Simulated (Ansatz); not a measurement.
# A small benchmark: atomisation enthalpy at 298 K

10 molecules holding Si, Ge, B, Al, Ga, P or As; the atomisation enthalpy at 298 K in kJ/mol, computed less measured. Shapes, held fixed at every level: PBE0-D4/def2-TZVP. Thermal terms are harmonic and unscaled (PBE0-D4/def2-TZVP); the spin-orbit lowering of the free atoms is taken from their spectra. Programs: Ansatz 0.2.0. Measured values: CRC Handbook of Chemistry and Physics, NIST-JANAF tables.

Levels: A = HF/def2-SVP; B = CCSD(T)/def2-TZVPP; C = CCSD(T)/CBS estimate.

| molecule | from tabulated heats | A | B | C |
| --- | --- | --- | --- | --- |
| BCl2F (dichlorofluoroborane) | 1537 | -350 | -49 | -9 |
| BClF2 (chlorodifluoroborane) | 1736 | -390 | -47 | -5 |
| BHF2 (SMILES FBF) | 1681 | -362 | -40 | -3 |
| B(OH)O (oxoborinic acid) | 1847 | -559 | -76 | -19 |
| B(OH)F2 (difluorohydroxyborane) | 2280 | -565 | -53 | +6 |
| SiCl4 (silicon tetrachloride) | 1598 | -473 | -74 | 0 |
| SiH4 (silane) | 1288 | -289 | -14 | +14 |
| B(BCl2)Cl2 | 2115 | -477 | -85 | -26 |
| Si(SiF3)F3 (hexafluorodisilane) | 3760 | -1180 | -156 | -26 |
| Si(CH3)3Cl (chlorotrimethylsilane) | 5037 | -1210 | -123 | -5 |

(1) Which level does best on this set, which worst, and which err to one side?

## Answers

(1) 
| level | kind | mean error | mean absolute error | worst case |
| --- | --- | --- | --- | --- |
| HF/def2-SVP | Hartree–Fock | -585.5 | 585.5 | Si(CH3)3Cl |
| CCSD(T)/def2-TZVPP | coupled cluster or CI | -71.7 | 71.7 | Si(SiF3)F3 |
| CCSD(T)/CBS estimate | coupled cluster or CI | -7.3 | 11.3 | B(BCl2)Cl2 |

On this set CCSD(T)/CBS estimate has the smallest mean absolute error and HF/def2-SVP the largest. HF/def2-SVP is too low in 10 of 10; CCSD(T)/def2-TZVPP is too low in 10 of 10; CCSD(T)/CBS estimate is too low in 7 of 10. The heats of Si(SiF3)F3 (hexafluorodisilane), Si(CH3)3Cl (chlorotrimethylsilane) come from older tables and can be uncertain by 10 kJ/mol or more. Heats of the atoms come from ATcT where it has them, that of boron, 570 kJ/mol, from recent work. The levels differ in basis as well as in method. The tabulated values of BCl2F, BClF2, BHF2, B(OH)O, B(OH)F2, B(BCl2)Cl2 are in doubt (older tables, estimates, or at odds with other calculations) and kept here. Over the 4 molecules whose values aren't doubted the mean absolute errors are A 788.0; B 91.8; C 11.2. For HF/def2-SVP the error tends to grow with the atomisation enthalpy. Hartree–Fock lacks correlation and underbinds. Correlated wave functions converge slowly with the basis. The CBS estimate extrapolates MP2 from def2-TZVPP and def2-QZVPP and adds CCSD(T) − MP2 in the triple-zeta set, cores frozen. The set is small.

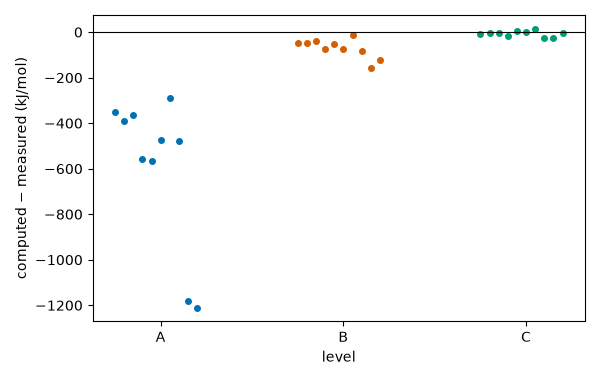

Errors of each level, one point a molecule.
